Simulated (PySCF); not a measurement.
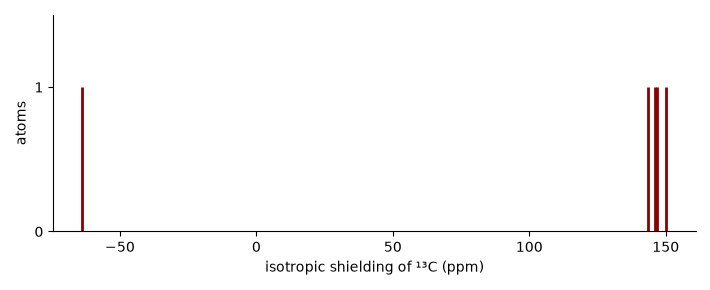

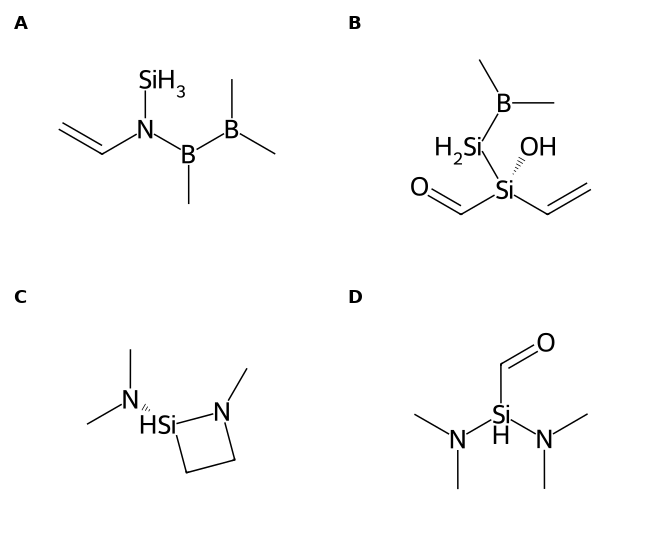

The sticks are computed shieldings of one of the molecules, for one fixed geometry (GFN2-xTB) without averaging over rotations. Low shielding means a high chemical shift. Method: GIAO PBE0/pcSseg-1 NMR shielding, non-relativistic, gas phase (PySCF 2.14.0).

**Which molecule gives this pattern?**

D, `CN(C)[SiH](C=O)N(C)C`. Its 5 C atoms give lines at −63.8, 143.6, 146.0, 146.8, 150.2 ppm.

The geometry is semi-empirical. Around B, Si such bond lengths and angles can be off by a tenth of an ångström or more and by several degrees, and values that hang on the shape move with them.
